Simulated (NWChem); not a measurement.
**C4H5N (pyrrole) at 6 levels**

Wanted: a comparison of 6 runs (wB97X/def2-SVP, B2PLYP/def2-SVP, BHLYP/def2-SVP, CAM-B3LYP/def2-SVP, PBE0/def2-SVP, r2SCAN/def2-SVP) of C4H5N (pyrrole). 

The calculation is run with NWChem 7.3.0.

2 further runs of the same task are left out: 2 set aside as unsound or not needed.

## 1. The molecule

C4H5N has 10 atoms, charge 0, and is taken as a singlet. As SMILES, `c1cc[nH]c1`. The C1–H6 distance was set to 2.373 Å, away from the relaxed value. At this shape a bond of the SMILES string is far longer than usual.

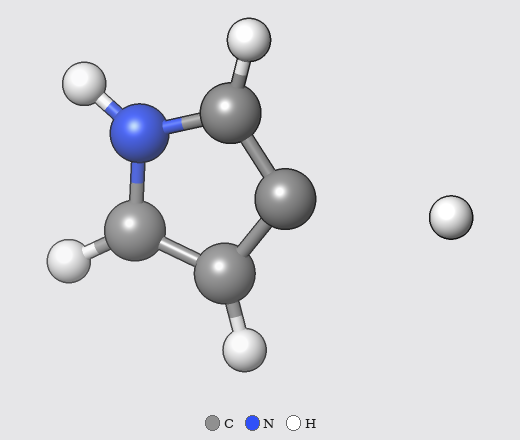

The structure, seen from a chosen angle (carbon grey, nitrogen blue, hydrogen white).

## 2. A single-point energy at wB97X/def2-SVP (run 1)

a.nw

```
START a
TITLE "C4H5N energy"
memory total 2200 mb

GEOMETRY units angstrom noautosym nocenter noautoz
C    -0.019451   -0.065079    0.081629
C     0.346149   -1.383579    0.448229
C    -0.313751   -1.681479    1.612629
N    -1.059451   -0.593079    1.956429
C    -0.890151    0.397121    1.034629
H     0.721300    1.143400   -1.821400
H     1.017449   -2.040979   -0.081371
H    -0.311651   -2.573479    2.217729
H    -1.645951   -0.530179    2.767729
H    -1.397851    1.343421    1.128729
END

BASIS spherical bse
* library def2-SVP
END

DFT
xc wb97x
mult 1
grid fine
convergence energy 1e-08
iterations 100
mulliken
print low
END

TASK dft energy
```

Launch:

```bash
$ nwchem a.nw > a.out
```

Log:

```text
[...]
 d= 0,ls=0.0,diis     1   -209.6929547816 -3.68D+02  8.90D-03  3.74D-01     8.4
[...]
 d= 0,ls=0.0,diis    11   -209.7592682798 -1.26D-09  2.86D-07  5.51D-10    92.2
         Total DFT energy =     -209.759268279824
      One electron energy =     -594.996405743580
           Coulomb energy =      257.032992690372
    Exchange-Corr. energy =      -30.179196548488
 Nuclear repulsion energy =      158.383341321873
[...]
      Total Density - Mulliken Population Analysis
     ---------------------------------------------
    Atom       Charge   Shell Charges
 -----------   ------   -------------------------------------------------------
    1 C    6     6.03   1.99  0.91  0.24  1.91  0.94  0.04
    2 C    6     6.10   1.99  0.89  0.31  2.11  0.78  0.04
    3 C    6     5.96   1.99  0.89  0.23  2.09  0.71  0.05
    4 N    7     7.11   1.99  0.98  0.38  2.50  1.24  0.03
    5 C    6     5.99   1.99  0.89  0.25  2.09  0.73  0.05
    6 H    1     1.03   0.46  0.58  0.00
    7 H    1     0.97   0.75  0.20  0.02
    8 H    1     0.97   0.75  0.20  0.02
    9 H    1     0.86   0.72  0.09  0.04
   10 H    1     0.96   0.75  0.19  0.02
[...]
```

It took 93 s on 1 thread of Intel Xeon, shared host; peak memory 0.12 GiB.

## 3. The energy at B2PLYP/def2-SVP (run 2)

c4h5n.nw

```
start c4h5n
title "C4H5N energy"
memory total 2200 mb
geometry units angstroms noautosym nocenter noautoz
  C     -0.019451    -0.065079     0.081629
  C      0.346149    -1.383579     0.448229
  C     -0.313751    -1.681479     1.612629
  N     -1.059451    -0.593079     1.956429
  C     -0.890151     0.397121     1.034629
  H      0.721300     1.143400    -1.821400
  H      1.017449    -2.040979    -0.081371
  H     -0.311651    -2.573479     2.217729
  H     -1.645951    -0.530179     2.767729
  H     -1.397851     1.343421     1.128729
end
basis "ao basis" spherical bse
  * library def2-SVP
end
dft
  xc hfexch 0.53 becke88 0.47 lyp 0.73 mp2 0.27
  dftmp2 semidirect
  mult 1
  grid fine
  convergence energy 1e-08
  maxiter 100
  mulliken
end
mp2
  freeze core 5
end
task dft energy
```

Launch:

```bash
$ nwchem c4h5n.nw > c4h5n.out
```

Log:

```text
[...]
          Wavefunction type:  closed shell.
          No. of atoms     :    10
          No. of electrons :    36
[...]
          Charge           :     0
          Spin multiplicity:     1
[...]
          AO basis - number of functions:    95
[...]
              XC Information
              --------------
                     Hartree-Fock (Exact) Exchange  0.530
                    Becke 1988 Exchange Functional  0.470
              Lee-Yang-Parr Correlation Functional  0.730
[...]
 d= 0,ls=0.0,diis     1   -209.2839435435 -3.68D+02  1.02D-02  3.53D-01     2.4
[...]
 d= 0,ls=0.0,diis    12   -209.3524868492 -5.46D-10  1.86D-07  2.90D-10    27.3
         Total DFT energy =     -209.352486849193
      One electron energy =     -594.802812003732
           Coulomb energy =      256.843372361779
    Exchange-Corr. energy =      -29.776388529112
 Nuclear repulsion energy =      158.383341321873
[...]
      Total Density - Mulliken Population Analysis
     ---------------------------------------------
    Atom       Charge   Shell Charges
 -----------   ------   -------------------------------------------------------
    1 C    6     6.02   1.99  0.92  0.25  1.89  0.93  0.04
    2 C    6     6.09   1.99  0.89  0.31  2.09  0.78  0.04
    3 C    6     5.93   1.99  0.89  0.22  2.07  0.70  0.06
    4 N    7     7.16   1.99  0.98  0.40  2.49  1.28  0.03
    5 C    6     5.96   1.99  0.89  0.23  2.07  0.72  0.06
    6 H    1     1.05   0.45  0.60  0.00
    7 H    1     0.98   0.75  0.20  0.02
    8 H    1     0.98   0.75  0.20  0.03
    9 H    1     0.86   0.72  0.09  0.05
   10 H    1     0.97   0.75  0.19  0.02
[...]
  Basis functions       =     95
[...]
```

Run time: 32 s. Hardware: 1 thread of Intel Xeon, shared host; peak memory 0.28 GiB.

Runs 3 to 5 aren't shown in full; the table further down has their settings and results.

## 4. A single-point energy at r2SCAN/def2-SVP (run 6)

run.py

```python
from ase import Atoms
from ase.calculators.nwchem import NWChem

system = Atoms(['C', 'C', 'C', 'N', 'C', 'H', 'H', 'H', 'H', 'H'], positions=[
    [-0.019451, -0.065079, 0.081629],
    [0.346149, -1.383579, 0.448229],
    [-0.313751, -1.681479, 1.612629],
    [-1.059451, -0.593079, 1.956429],
    [-0.890151, 0.397121, 1.034629],
    [0.721300, 1.143400, -1.821400],
    [1.017449, -2.040979, -0.081371],
    [-0.311651, -2.573479, 2.217729],
    [-1.645951, -0.530179, 2.767729],
    [-1.397851, 1.343421, 1.128729],
])

calc = NWChem(
    label='struct',
    theory='dft',
    memory='2200 mb',
    basis='def2-SVP',
    basispar='spherical bse',
    dft={'xc': 'r2scan', 'mult': '1', 'grid': 'fine', 'convergence': 'energy 1e-08', 'iterations': '100', 'mulliken': None},
    task='energy',
)
system.calc = calc

print(f"energy = {system.get_potential_energy():.6f} eV")
print("dipole (e A):", system.get_dipole_moment().round(4))
```

Launch:

```bash
$ export ASE_NWCHEM_COMMAND="nwchem PREFIX.nwi > PREFIX.nwo"
$ python run.py
```

Log:

```text
energy = -5706.382790 eV
dipole (e A): [-0.3309 -0.1298  0.5704]
```

The calculator wrote struct.nwi:

```
title "struct"

permanent_dir struct

scratch_dir struct

start struct

geometry units angstrom nocenter noautosym noautoz
  C  -1.9451000000000000e-02 -6.5078999999999998e-02 8.1628999999999993e-02
  C  3.4614899999999998e-01 -1.3835789999999999e+00 4.4822899999999999e-01
  C  -3.1375100000000000e-01 -1.6814789999999999e+00 1.6126290000000001e+00
  N  -1.0594509999999999e+00 -5.9307900000000002e-01 1.9564290000000000e+00
  C  -8.9015100000000003e-01 3.9712100000000000e-01 1.0346290000000000e+00
  H  7.2130000000000005e-01 1.1434000000000000e+00 -1.8213999999999999e+00
  H  1.0174490000000000e+00 -2.0409790000000001e+00 -8.1370999999999999e-02
  H  -3.1165100000000001e-01 -2.5734789999999998e+00 2.2177289999999998e+00
  H  -1.6459509999999999e+00 -5.3017899999999996e-01 2.7677290000000001e+00
  H  -1.3978510000000000e+00 1.3434210000000000e+00 1.1287290000000001e+00
end

memory 2200 mb

basis spherical bse noprint
   * library def2-SVP
end

dft
  xc r2scan
  mult 1
  grid fine
  convergence energy 1e-08
  iterations 100
  mulliken
end

task dft energy
```

struct.nwo (excerpt; [...] marks lines left out):

```text
[...]
      One electron energy =     -595.050747315687
[... 1 line left out ...]
    Exchange-Corr. energy =      -30.133294721951
[... 6 lines left out ...]
                       DFT Final Molecular Orbital Analysis
[... 681 lines left out ...]
     -------------------------------------------
[...]
```

It took 41 s on 1 thread of Intel Xeon, shared host; peak memory 0.12 GiB.

## 5. The series

| run | level | frozen core orbitals | energy (Eh) | wall time |
| --- | --- | --- | --- | --- |
| 1 | wB97X/def2-SVP | – | -209.759268 | 93 s |
| 2 | B2PLYP/def2-SVP | 5 | -209.598466 | 32 s |
| 3 | BHLYP/def2-SVP | – | -209.678222 | 25 s |
| 4 | CAM-B3LYP/def2-SVP | – | -209.704310 | 79 s |
| 5 | PBE0/def2-SVP | – | -209.579064 | 32 s |
| 6 | r2SCAN/def2-SVP | – | -209.705701 | 41 s |

## 6. Outcome

```
            quantity          value
 run 6: total energy  -209.70570 Eh
run 6: dipole moment         3.23 D
  run 6: HOMO energy       -5.57 eV
  run 6: LUMO energy       -3.92 eV
run 6: HOMO–LUMO gap        1.64 eV
```

**Reading.** Over runs 2, 3, 4, 5, 6 the dipole moment (its size) runs from 3.17 D (PBE0/def2-SVP) to 3.40 D (B2PLYP/def2-SVP). A double hybrid's value is that of its SCF part. Over runs 2, 3, 4, 5, 6 the HOMO–LUMO gap runs from 1.64 eV (r2SCAN/def2-SVP) to 5.71 eV (CAM-B3LYP/def2-SVP). Totals of different functionals can't be ranked against each other. In runs 1, 2, 3, 4, 5, 6 a closed-shell determinant meets a far-stretched bond, which it describes badly. All runs together took 5 min, the longest 93 s.
